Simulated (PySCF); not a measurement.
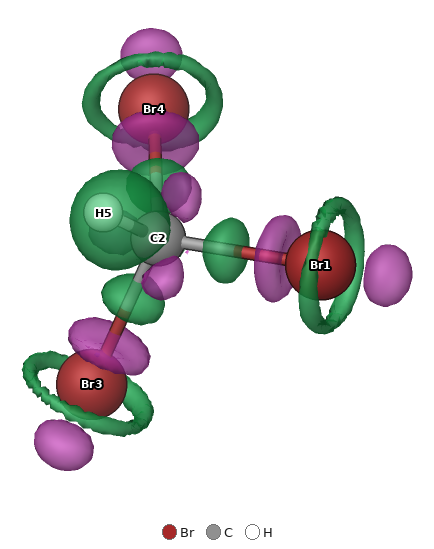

Figure. CHBr3, SMILES `BrC(Br)Br`. Deformation density (molecule less spherical, spin-averaged free atoms at the same positions), surfaces at ±0.09 e/Å³; green: gain, purple: loss.

Method: PBE/def2-TZVP; geometry: GFN2-xTB; program: PySCF. No frequency check shows the geometry to be a minimum. GFN2-xTB bond lengths at metals and heavier atoms can be off by up to 0.1 Å and shapes distorted, which carries into these values.

Input script:

```python
import numpy as np
from pyscf import gto, scf, dft
from pyscf.scf import atom_ks, atom_hf
from scipy.linalg import block_diag

def solve(mol, dm0=None, hcore=None):
    mf = (dft.UKS if mol.spin else dft.RKS)(mol, xc='pbe')
    mf.grids.level = 3
    mf = mf.density_fit(auxbasis='def2-universal-jkfit')
    mf.conv_tol, mf.max_cycle = 1e-8, 80
    if hcore is not None:
        mf.get_hcore = lambda *args: hcore
    mf.kernel(dm0)
    if not mf.converged:
        mf = mf.newton().run(mf.mo_coeff, mf.mo_occ, max_cycle=30)
    assert mf.converged, 'SCF not converged'
    return mf

mol = gto.M(atom='''
Br     1.78234    -0.47734    -0.04749
C      0.00001     0.00004     0.55680
Br    -1.30456    -1.30485    -0.04750
Br    -0.47777     1.78218    -0.04749
H     -0.00006    -0.00019     1.64602
''', basis='def2-tzvp', charge=0, spin=0, verbose=4)
mf = solve(mol)
mf.analyze()
# spherically averaged free atoms, for the promolecule
atm = atom_ks.get_atm_nrks(mol, xc='pbe')
pro = block_diag(*[(atm[a[0]][2] * atm[a[0]][3]) @ atm[a[0]][2].T for a in mol._atom])
np.savez('result.npz', e=mf.e_tot, c=mf.mo_coeff, occ=mf.mo_occ, eps=mf.mo_energy, pro=pro, dip=mf.dip_moment(verbose=0), s2=mf.spin_square()[0])
```

Launched as:

```sh
OMP_NUM_THREADS=1 python input.py
```

The run took 29 s on 1 thread of Arm Neoverse V2 (shared host), peak memory 0.61 GiB.

Partitions, critical points and surface values were worked out afterwards from this run's density.

**How much density has each bond gained at its critical point, relative to the free atoms?**

C2–H5: +0.79 e/Å³ at the bond critical point (bond length 1.09 Å, Mayer order 0.9). C2–Br4, Br1–C2 and C2–Br3: +0.17 e/Å³ at the bond critical point (bond length 1.94 Å, Mayer order 1.1). In all, 1.1 electrons gather in the regions of gain relative to the promolecule.

**Where do the Hirshfeld charges lie?**

The highest Hirshfeld charge is on H5 (+0.06 e), the lowest on Br1, Br3 and Br4 (−0.02 e).
